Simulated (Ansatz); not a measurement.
## Electronic structure of C$_{2}$H$_{5}$BS in real space

```xyz
9

C    -0.3651    1.1189   -0.7995
B    -0.0688   -0.2663   -0.1734
C     0.5007   -1.0420    1.0288
S    -0.1984   -2.0016   -0.4181
H    -0.8100    1.0717   -1.8031
H    -1.0469    1.6783   -0.1348
H     0.5637    1.7134   -0.8459
H    -0.0690   -1.1541    1.9599
H     1.5822   -1.1644    1.1692
```

Level of theory: RKS PBE0/def2-SVP in Ansatz.

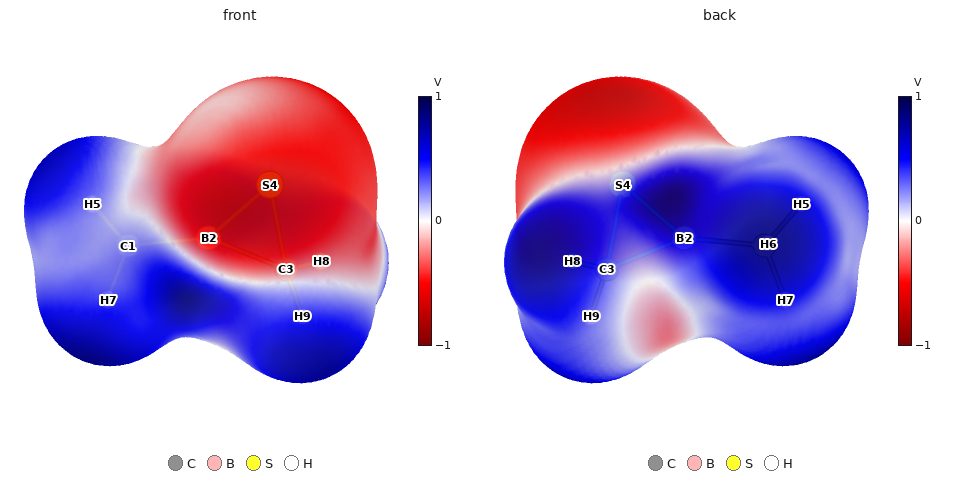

Figure 1. The electrostatic potential painted on the density surface at 0.002 e/bohr³, seen from the front and from behind; the colour scale runs from red (negative) to blue (positive).

### Where is the surface potential most negative and most positive?

The most negative region (about −0.7 V) lies over S4, the most positive (about +0.8 V) over the B and H atoms.

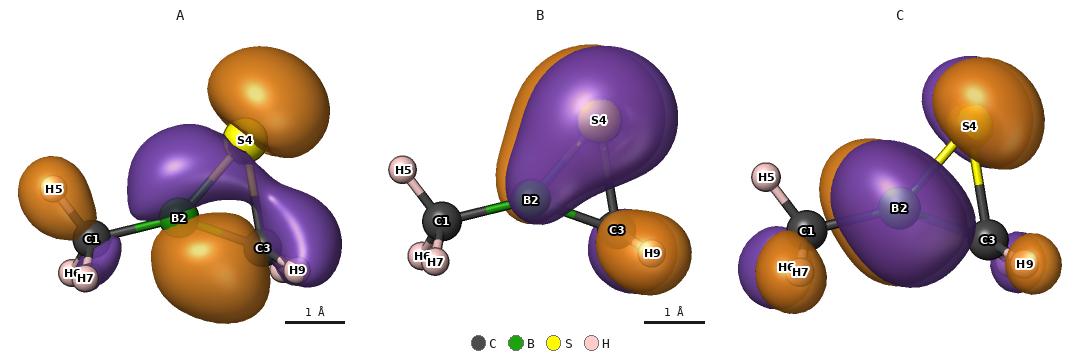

Figure 2. Three frontier orbitals at ±0.1 Å⁻³ᐟ² (orange and purple are the two phases), in no order.

### Order the three orbitals by energy and name them.

A is the HOMO−1 (−7.89 eV). Its weight (Hirshfeld) is mainly on S4 (about 35 %), C3 (about 30 %) and B2 (about 20 %). B is the HOMO (−7.27 eV). It lies mainly on S4 (about 70 %), B2 (about 10 %) and C3 (about 10 %); largely a lone pair of S4. C is the LUMO (−0.51 eV). It lies mainly on B2 (about 45 %), S4 (about 25 %), C1 (about 10 %) and C3 (about 10 %).

### What is the HOMO–LUMO gap?

6.76 eV between the orbital energies.
